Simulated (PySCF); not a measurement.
C$_{8}$H$_{16}$Si (SMILES C=CC[Si](C)(C)CC=C)

```xyz
25

Si   -0.2041   -0.1379   -0.5834
C    -0.1293   -0.3091    1.3068
C    -1.4733   -0.1670    1.9344
C    -2.2553   -1.1663    2.3547
H     0.5685    0.4615    1.6775
H     0.3139   -1.2931    1.5368
H    -1.8588    0.8579    2.0147
H    -1.9287   -2.2104    2.3016
H    -3.2466   -0.9761    2.7736
C     1.5825   -0.1106   -1.2386
C     2.3222    1.1104   -0.8115
C     3.2179    1.1806    0.1782
H     1.5346   -0.1779   -2.3396
H     2.0842   -1.0247   -0.8775
H     2.0652    2.0366   -1.3423
H     3.5156    0.2918    0.7446
H     3.6898    2.1271    0.4535
C    -1.0776    1.4631   -1.0428
H    -1.0864    1.6120   -2.1344
H    -0.5803    2.3330   -0.5858
H    -2.1235    1.4498   -0.6981
C    -1.1151   -1.6144   -1.3031
H    -2.1183   -1.6979   -0.8564
H    -0.5755   -2.5525   -1.0978
H    -1.2314   -1.5220   -2.3944
```

Geometry: PBE0-D3(BJ)/def2-SVP.

All numbers below come from PBE0/pcSseg-1, SCF density, gas phase, non-relativistic (PySCF 2.14.0).

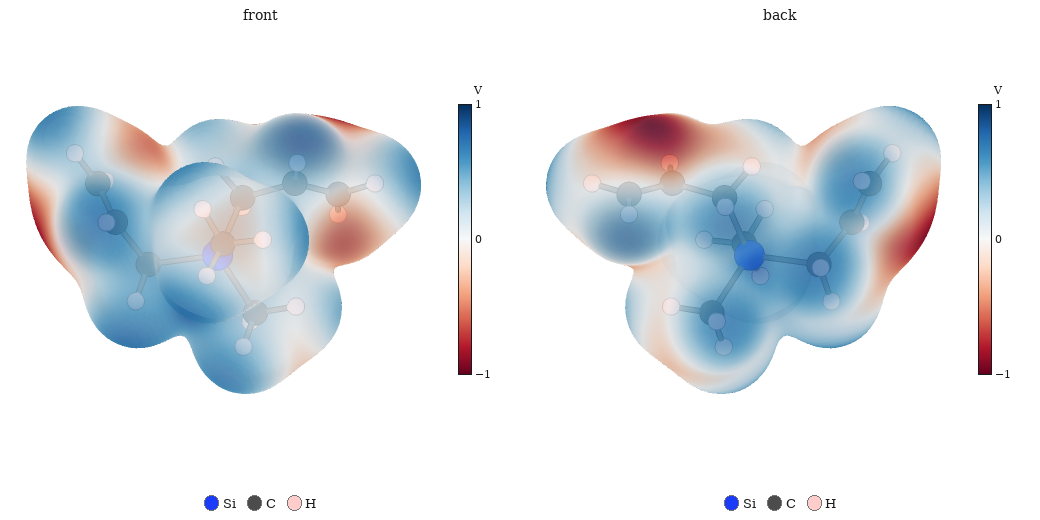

Figure 1. The molecular electrostatic potential painted on the density surface at 0.002 e/bohr³, seen from the front and from behind; the colour scale runs from red (negative) to blue (positive).

### Which sites attract a positive test charge, and which a negative one?

A positive charge is drawn to the negative regions and a negative charge to the positive ones. The most negative region (about −0.9 V) lies over the π face of C3, C4, C11 and C12, the most positive (about +0.7 V) over the H and Si atoms.

### How polar is the molecule by this calculation?

Its dipole moment is 0.72 D.

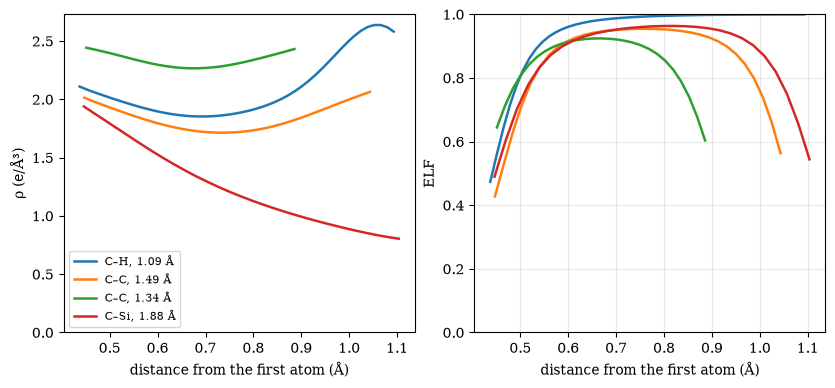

Figure 2. Electron density and electron localisation function along straight lines between neighbouring atoms. The curves leave out the atomic cores.

### What can be read from the curves?

C–H (1.09 Å): the density is about 2 e/Å³ at the midpoint; the ELF climbs to about 1 towards the hydrogen, as it does in any bond to H; a covalent bond by its length.
C–C (1.49 Å): ρ at the midpoint is about 1.7 e/Å³; the ELF peaks at about 0.95 between the atoms (localised, covalent bonding).
C–C (1.34 Å): ρ at the midpoint is about 2.3 e/Å³; the ELF peaks at about 0.90 between the atoms (a short, multiple covalent bond).
C–Si (1.88 Å): ρ is about 0.95 e/Å³ halfway; the ELF peaks at about 0.95 between the atoms, as expected for a shared electron pair.
